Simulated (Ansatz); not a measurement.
# Run report: TaH₃Cl₃O₂F, geometry relaxation (part 1 of 2)

The run: geometry relaxation of TaH₃Cl₃O₂F. Method and program: RKS PBE0-D4/def2-SVP (Ansatz 0.2.0).

The input holds or restrains some coordinates. Forces given for the steps count only the free coordinates. It belongs to a series of runs on one base structure; here: pulled along the bonds that form and break, towards end B. Figures and captions count atoms from 1; the log counts them from 0 in places.

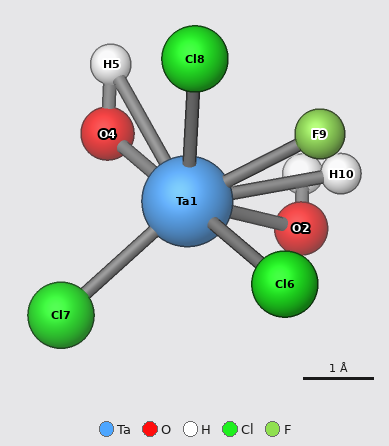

**Figure 1.** The input geometry (ball-and-stick view, seen at a tilt; atoms are numbered from 1 in the order of the input). Sticks mark near contacts.

### The input
```yaml
crystal:
  periodic: [false, false, false]
  atoms:
    - { symbol: Ta, position_ang: [0.0, 0.0, 0.0] }
    - { symbol: O, position_ang: [2.37, 0.0, 0.0] }
    - { symbol: H, position_ang: [2.7071, -0.5308, 0.7903] }
    - { symbol: O, position_ang: [0.0, 0.0, 2.02] }
    - { symbol: H, position_ang: [-0.2547, -0.9174, 2.3571] }
    - { symbol: Cl, position_ang: [0.0, 0.0, -2.47] }
    - { symbol: Cl, position_ang: [-1.235, 2.139, 0.0] }
    - { symbol: Cl, position_ang: [-1.235, -2.139, 0.0] }
    - { symbol: F, position_ang: [0.7032, -1.8418, -1.0422] }
    - { symbol: H, position_ang: [1.8595, -1.1967, -0.6772] }
basis:
  gaussian: { orbitals: def2-SVP }
hamiltonian:
  xc: pbe0
  dispersion: d4
relax:
  f_tol: 0.15
  max_steps: 25
  restrain:
    - { distance: [0, 8], at: 1.93, k: 30.0 }
    - { distance: [9, 1], at: 1.01, k: 30.0 }
    - { distance: [0, 1], at: 3.22, k: 30.0 }
    - { distance: [9, 8], at: 2.12, k: 30.0 }
output:
  orbitals: {}
```

Command:
```bash
ansatz run input.yaml --threads 4 --pin off --max-ram 5120MiB --backend cpu --events-out ev --progress --plain --runs-dir out
```

### Output
```
The last accepted step is kept in [file] (removed where the run ends without a failure and the disk answers)
Engine: ansatz 0.2.0, aarch64-unknown-linux-gnu
Functional definition: PBE0
  parameter a = 0.25
  parameter kappa = 0.804
  parameter beta = 0.06672455060314922
  exchange = (1 - a)*pbe_x(kappa = kappa, mu = beta*pi^2/3) + a*exact_x
  correlation = pbe_c(beta = beta)
1448 factors; integrals over basis functions are off by at most 3.9e-4 eV
mean field evaluation 1: about -45932.2716 eV, gradient 8.0e1 eV
mean field evaluation 2: about -45678.7795 eV, gradient 3.2e2 eV
mean field evaluation 4: about -45945.0334 eV, gradient 2.2e1 eV
mean field evaluation 8: about -45946.1204 eV, gradient 3.6e-1 eV
mean field evaluation 16: about -45946.2171 eV, gradient 9.2e-4 eV
mean field -45946.21706179 eV, -1688.4923335564 hartree, gradient 8.2e-5 eV, S^2 0.000000; 0 other end points of the search recorded, 0 dependent functions left out
the calculation of the forces begins
reference -45946.21711148 eV, -1688.4923353823 hartree; 46, 46 occupied and 97, 97 virtual orbitals, 1448 factors
relax step   1: F+E_penalty+E_count = -45946.47986291 eV  Δ(F+E_penalty+E_count) = +0.000e0 eV  max|allowed force component| = 5.953e0 eV/Å  E_restraint = 23.67624654 eV  max|allowed force component, restraints' pulls added| = 2.301e1 eV/Å  Δτ_max = 0.0000 Å  (33 SCF iters, accepted)
  distance Ta 0 - F 8 = 2.2300 Å
  distance H 9 - O 1 = 1.4667 Å
  distance Ta 0 - O 1 = 2.3700 Å
  distance H 9 - F 8 = 1.3735 Å
these checks for a lower state are left out or cut short: starts, cluster_reference, orbital_swaps, neighbouring_geometries, increment
1448 factors; integrals over basis functions are off by at most 5.1e-4 eV
mean field -45946.62587497 eV, -1688.5073571635 hartree, gradient 2.2e-5 eV, S^2 0.000000; 0 other end points of the search recorded, 0 dependent functions left out
[... from here on the field's lines of each further geometry are left out, up to the last ...]
relax step   2: F+E_penalty+E_count = -45946.88340099 eV  Δ(F+E_penalty+E_count) = -4.035e-1 eV  max|allowed force component| = 4.512e0 eV/Å  E_restraint = 10.25746137 eV  max|allowed force component, restraints' pulls added| = 1.727e1 eV/Å  Δτ_max = 0.1948 Å  (41 SCF iters, accepted)
relax step   3: F+E_penalty+E_count = -45947.57173692 eV  Δ(F+E_penalty+E_count) = -6.883e-1 eV  max|allowed force component| = 4.192e0 eV/Å  E_restraint = 3.29160356 eV  max|allowed force component, restraints' pulls added| = 8.523e0 eV/Å  Δτ_max = 0.1948 Å  (41 SCF iters, accepted)
relax step   4: F+E_penalty+E_count = -45948.79859735 eV  Δ(F+E_penalty+E_count) = -1.227e0 eV  max|allowed force component| = 3.395e0 eV/Å  E_restraint = 0.44462883 eV  max|allowed force component, restraints' pulls added| = 3.739e0 eV/Å  Δτ_max = 0.1950 Å  (41 SCF iters, accepted)
relax step   5: F+E_penalty+E_count = -45949.83580220 eV  Δ(F+E_penalty+E_count) = -1.037e0 eV  max|allowed force component| = 1.950e0 eV/Å  E_restraint = 0.06029694 eV  max|allowed force component, restraints' pulls added| = 1.950e0 eV/Å  Δτ_max = 0.1948 Å  (40 SCF iters, accepted)
relax step   6: F+E_penalty+E_count = -45950.50246031 eV  Δ(F+E_penalty+E_count) = -6.667e-1 eV  max|allowed force component| = 1.001e0 eV/Å  E_restraint = 0.01177443 eV  max|allowed force component, restraints' pulls added| = 9.994e-1 eV/Å  Δτ_max = 0.1992 Å  (39 SCF iters, accepted)
relax step   7: F+E_penalty+E_count = -45950.89505674 eV  Δ(F+E_penalty+E_count) = -3.926e-1 eV  max|allowed force component| = 8.765e-1 eV/Å  E_restraint = 0.01043225 eV  max|allowed force component, restraints' pulls added| = 6.083e-1 eV/Å  Δτ_max = 0.1950 Å  (39 SCF iters, accepted)
relax step   8: F+E_penalty+E_count = -45951.12720262 eV  Δ(F+E_penalty+E_count) = -2.321e-1 eV  max|allowed force component| = 6.825e-1 eV/Å  E_restraint = 0.01479668 eV  max|allowed force component, restraints' pulls added| = 4.555e-1 eV/Å  Δτ_max = 0.1950 Å  (33 SCF iters, accepted)
relax step   9: F+E_penalty+E_count = -45951.24104830 eV  Δ(F+E_penalty+E_count) = -1.138e-1 eV  max|allowed force component| = 9.027e-1 eV/Å  E_restraint = 0.01350295 eV  max|allowed force component, restraints' pulls added| = 2.508e-1 eV/Å  Δτ_max = 0.2000 Å  (38 SCF iters, accepted)
relax step  10: F+E_penalty+E_count = -45951.27067083 eV  Δ(F+E_penalty+E_count) = -2.962e-2 eV  max|allowed force component| = 1.517e0 eV/Å  E_restraint = 0.00572632 eV  max|allowed force component, restraints' pulls added| = 1.175e0 eV/Å  Δτ_max = 0.1908 Å  (39 SCF iters, accepted)
relax step  11: F+E_penalty+E_count = -45951.34013095 eV  Δ(F+E_penalty+E_count) = -6.946e-2 eV  max|allowed force component| = 8.126e-1 eV/Å  E_restraint = 0.01450258 eV  max|allowed force component, restraints' pulls added| = 6.156e-1 eV/Å  Δτ_max = 0.2000 Å  (39 SCF iters, accepted)
relax step  12: F+E_penalty+E_count = -45951.36425087 eV  Δ(F+E_penalty+E_count) = -2.412e-2 eV  max|allowed force component| = 8.998e-1 eV/Å  E_restraint = 0.01440446 eV  max|allowed force component, restraints' pulls added| = 6.245e-1 eV/Å  Δτ_max = 0.2000 Å  (39 SCF iters, accepted)
relax step  13: F+E_penalty+E_count = -45951.42448503 eV  Δ(F+E_penalty+E_count) = -6.023e-2 eV  max|allowed force component| = 7.999e-1 eV/Å  E_restraint = 0.01281037 eV  max|allowed force component, restraints' pulls added| = 3.820e-1 eV/Å  Δτ_max = 0.2000 Å  (40 SCF iters, accepted)
relax step  14: F+E_penalty+E_count = -45951.42619720 eV  Δ(F+E_penalty+E_count) = -1.712e-3 eV  max|allowed force component| = 7.950e-1 eV/Å  E_restraint = 0.01291835 eV  max|allowed force component, restraints' pulls added| = 3.818e-1 eV/Å  Δτ_max = 0.0058 Å  (28 SCF iters, accepted)
relax step  15: F+E_penalty+E_count = -45951.42880175 eV  Δ(F+E_penalty+E_count) = -2.605e-3 eV  max|allowed force component| = 7.887e-1 eV/Å  E_restraint = 0.01308123 eV  max|allowed force component, restraints' pulls added| = 3.526e-1 eV/Å  Δτ_max = 0.0172 Å  (35 SCF iters, accepted)
relax step  16: F+E_penalty+E_count = -45951.44491877 eV  Δ(F+E_penalty+E_count) = -1.612e-2 eV  max|allowed force component| = 7.354e-1 eV/Å  E_restraint = 0.01465974 eV  max|allowed force component, restraints' pulls added| = 2.652e-1 eV/Å  Δτ_max = 0.0958 Å  (33 SCF iters, accepted)
relax step  17: F+E_penalty+E_count = -45951.42791737 eV  Δ(F+E_penalty+E_count) = +1.700e-2 eV  max|allowed force component| = 1.599e0 eV/Å  E_restraint = 0.01445713 eV  max|allowed force component, restraints' pulls added| = 1.599e0 eV/Å  Δτ_max = 0.1950 Å  (33 SCF iters, rejected (line search))
relax step  18: F+E_penalty+E_count = -45951.47226568 eV  Δ(F+E_penalty+E_count) = -2.735e-2 eV  max|allowed force component| = 7.543e-1 eV/Å  E_restraint = 0.01542109 eV  max|allowed force component, restraints' pulls added| = 1.782e-1 eV/Å  Δτ_max = 0.0961 Å  (32 SCF iters, accepted)
relax step  19: F+E_penalty+E_count = -45951.47217827 eV  Δ(F+E_penalty+E_count) = +8.742e-5 eV  max|allowed force component| = 8.506e-1 eV/Å  E_restraint = 0.01498000 eV  max|allowed force component, restraints' pulls added| = 8.506e-1 eV/Å  Δτ_max = 0.0975 Å  (33 SCF iters, accepted)
relax step  20: F+E_penalty+E_count = -45951.49161378 eV  Δ(F+E_penalty+E_count) = -1.944e-2 eV  max|allowed force component| = 8.136e-1 eV/Å  E_restraint = 0.01571808 eV  max|allowed force component, restraints' pulls added| = 2.504e-1 eV/Å  Δτ_max = 0.1500 Å  (33 SCF iters, accepted)
the calculation of the forces begins
reference -45951.23922042 eV, -1688.6768944818 hartree; 46, 46 occupied and 97, 97 virtual orbitals, 1448 factors
relax step  21: F+E_penalty+E_count = -45951.49785337 eV  Δ(F+E_penalty+E_count) = -6.240e-3 eV  max|allowed force component| = 7.711e-1 eV/Å  E_restraint = 0.01702129 eV  max|allowed force component, restraints' pulls added| = 5.630e-2 eV/Å  Δτ_max = 0.1069 Å  (33 SCF iters, accepted)
```

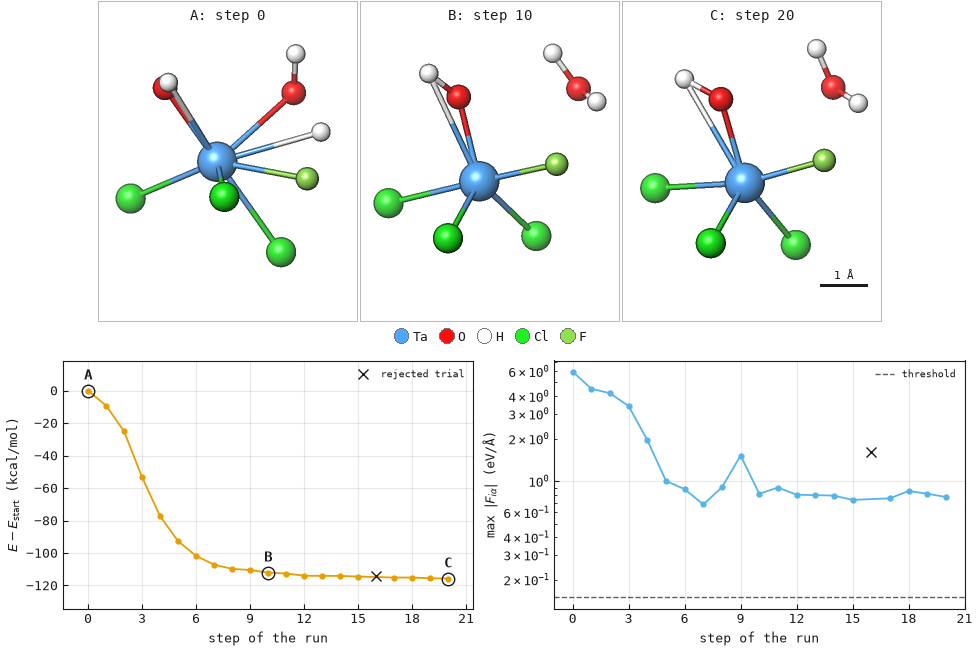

**Figure 2.** Frames of the restrained relaxation (ball-and-stick view, seen at a tilt) above the curves, on which the letters mark them (the first geometry is step 0 here and step 1 in the log).

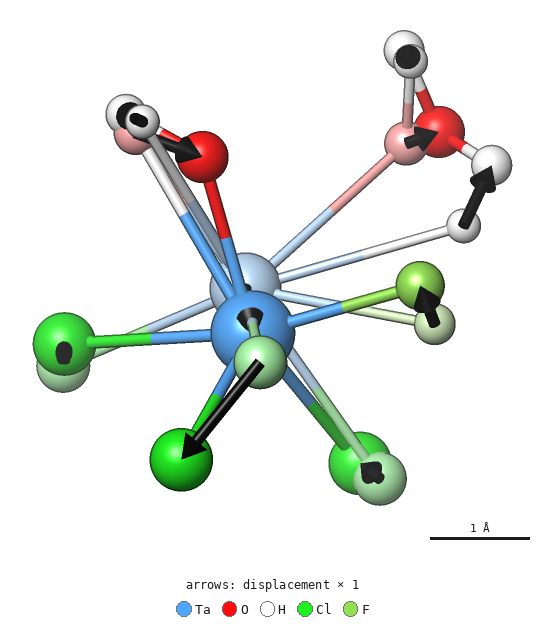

**Figure 3.** Start (faint) and end (solid) with the displacements as black arrows, at true length (ball-and-stick view, seen at a tilt). The two geometries are laid on each other by the best rigid fit. Cl8 moves most after the best rigid fit: 1.28 Å. By element the largest moves are Cl 1.28 Å, H 1.00 Å, O 0.82 Å, Ta 0.77 Å, F 0.51 Å. Among the contacts that change: Ta1–O2 2.370 → 3.208 Å, Ta1–H10 2.313 → 3.083 Å, O2–H10 1.467 → 0.984 Å, Ta1–F9 2.230 → 1.913 Å. New bonds form: O2–H10 (1.47 → 0.98 Å). Bonds break: Ta1–H10 (2.31 → 3.08 Å), Ta1–O2 (2.37 → 3.21 Å). Among the angles that change: Cl8–Ta1–F9 56.1° → 97.9°, H5–Ta1–Cl8 68.7° → 109.8°, O4–Ta1–Cl6 180.0° → 142.3°. After 20 geometry steps the energy has fallen by 115.7 kcal/mol. Largest force component: 6 eV/Å at the start, 0.77 eV/Å at the end. The line search rejected the trial step at point 16 (counted from 0) and went back. (Atoms are counted from 1 in the order of the input.)

```
  distance Ta 0 - F 8 = 1.9129 Å
  distance H 9 - O 1 = 0.9837 Å
  distance Ta 0 - O 1 = 3.2084 Å
  distance H 9 - F 8 = 2.1236 Å
1448 factors; integrals over basis functions are off by at most 8.5e-4 eV
mean field -45951.23917189 eV, -1688.6768926984 hartree, gradient 1.5e-5 eV, S^2 0.000000; 1 other end points of the search recorded, 0 dependent functions left out
the calculation of the forces begins
reference -45951.23922042 eV, -1688.6768944818 hartree; 46, 46 occupied and 97, 97 virtual orbitals, 1448 factors
Total energy: -45951.49790190 eV, -1688.6864008507 hartree
Atom 0 at    -0.464770    -0.583282    -0.203376 Å, force     0.647449    -0.389582    -0.115778 eV/Å
Atom 1 at     2.702595    -0.075010    -0.148641 Å, force    -0.496360    -0.763555    -0.283018 eV/Å
Atom 2 at     2.856107    -0.221215     0.792371 Å, force     0.001445    -0.004778    -0.000125 eV/Å
Atom 3 at     0.190611    -0.653748     1.568213 Å, force     0.021583     0.020063     0.035058 eV/Å
Atom 4 at     0.069242     0.035598     2.231609 Å, force     0.019904    -0.002928     0.036529 eV/Å
Atom 5 at     0.009033     0.276115    -2.296386 Å, force     0.018353    -0.009977    -0.008072 eV/Å
Atom 6 at    -1.348712     1.505031     0.385828 Å, force     0.012484    -0.000838    -0.005832 eV/Å
Atom 7 at    -2.406846    -1.749593    -0.292036 Å, force     0.003538     0.018086    -0.019231 eV/Å
Atom 8 at     0.729910    -2.031967    -0.568368 Å, force    -0.410246     0.362398     0.083406 eV/Å
Atom 9 at     2.577929    -0.988628    -0.491214 Å, force     0.181851     0.771110     0.277063 eV/Å
Dipole moment:     0.074176    -0.157506     0.578696 e Å
```

### Trajectory as extended XYZ (Å, eV, eV/Å), 21 frames, from step=1 to step=21
```
10
Properties=species:S:1:pos:R:3:forces:R:3 step=1 energy=-45946.47986
Ta    0.0000    0.0000    0.0000   -0.3097  -1.3107  -0.5018
O     2.3700    0.0000    0.0000   -3.2756  -3.6420   0.0201
H     2.7071   -0.5308    0.7903   -0.5361   1.2749  -1.0917
O     0.0000    0.0000    2.0200   -0.2415  -2.0590  -2.3521
H    -0.2547   -0.9174    2.3571    0.3966   1.6839  -0.2881
Cl    0.0000    0.0000   -2.4700   -0.5364   1.8639   1.0049
Cl   -1.2350    2.1390    0.0000    1.2877  -2.2430  -0.0404
Cl   -1.2350   -2.1390    0.0000   -2.1192   2.1344   1.9242
F     0.7032   -1.8418   -1.0422    5.9526   1.5676   1.5044
H     1.8595   -1.1967   -0.6772   -0.6185   0.7300  -0.1795
10
Properties=species:S:1:pos:R:3:forces:R:3 step=2 energy=-45946.88340
Ta   -0.1644   -0.0740   -0.0386    0.8139  -1.5424  -0.5353
O     2.4974   -0.0776   -0.0488   -3.8701  -4.0430  -1.2430
H     2.7103   -0.5306    0.7981    0.0315   0.5794  -0.3872
O    -0.0026   -0.0171    1.9847   -0.1885  -1.5156  -2.4194
H    -0.2524   -0.9061    2.3574    0.3634   1.1735  -0.1729
Cl   -0.0087    0.0235   -2.4613   -0.5674   1.8986   0.6180
Cl   -1.2216    2.1129   -0.0008    0.6974  -1.9557  -0.1136
Cl   -1.2715   -2.1222    0.0255   -3.1789   1.3284   1.9828
F     0.6337   -1.8232   -1.0250    4.5115   1.3670   1.1904
H     1.9950   -1.0723   -0.6132    1.3870   2.7098   1.0801
10
Properties=species:S:1:pos:R:3:forces:R:3 step=3 energy=-45947.57174
Ta   -0.2744   -0.1437   -0.0721    1.5303  -0.7471  -0.3623
O     2.5898   -0.1379   -0.0810   -2.8794  -2.4092  -0.7439
H     2.7153   -0.5296    0.8002    0.2526   0.3450  -0.0082
O    -0.0042   -0.0321    1.9500   -0.1029  -1.1231  -2.6118
H    -0.2479   -0.8954    2.3563    0.2936   0.7517  -0.0600
Cl   -0.0166    0.0503   -2.4566   -0.5305   1.8465   0.3683
Cl   -1.2172    2.0869   -0.0034    0.3795  -1.7810  -0.1530
Cl   -1.3273   -2.1129    0.0534   -4.1923   0.1324   2.1136
F     0.5531   -1.8117   -1.0117    3.8750   1.2667   0.9225
H     2.1443   -0.9606   -0.5569    1.3742   1.7181   0.5349
10
Properties=species:S:1:pos:R:3:forces:R:3 step=4 energy=-45948.79860
Ta   -0.3740   -0.2213   -0.1203    1.7194  -0.2819   0.0079
O     2.7096   -0.1579   -0.0804   -0.9781   0.2663   0.7118
H     2.7372   -0.5197    0.8182    0.2733   0.2928   0.0440
O     0.0007   -0.0664    1.8469   -0.0687  -1.0124  -2.0391
H    -0.2372   -0.8761    2.3500    0.3210   0.6487  -0.1996
Cl   -0.0397    0.1373   -2.4489   -0.4290   1.3082   0.1502
Cl   -1.2159    2.0099   -0.0144    0.0332  -1.2309  -0.1264
Cl   -1.5065   -2.1181    0.1301   -3.3950  -0.2157   1.2600
F     0.5217   -1.7786   -0.9559    2.5181   0.9430   1.0370
H     2.3191   -0.8958   -0.5473    0.0058  -0.7181  -0.8458
```
